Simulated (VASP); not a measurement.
Band structure of SbAu3 (space group I4/mmm). Computed with PBEsol GGA, VASP's PBE PAW potentials (set 64) (plane waves; VASP).

Unless said otherwise, spin-orbit coupling is left out, though it shifts the bands of the heavy elements here.

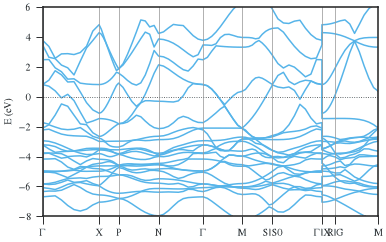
Fig. 1. Bands along high-symmetry lines, zero at the valence-band maximum or, without a gap, the Fermi level

Q: Read the plot: is there a gap, and where are the band edges?

A: It has no gap at this level: it comes out as a metal or semimetal. (Edges off the drawn lines would not show.)

The structure comes from a computed database's SbAu3 entry (I4/mmm); how it stands against other phases isn't given here. It was relaxed first, which changed the volume by -6 %.
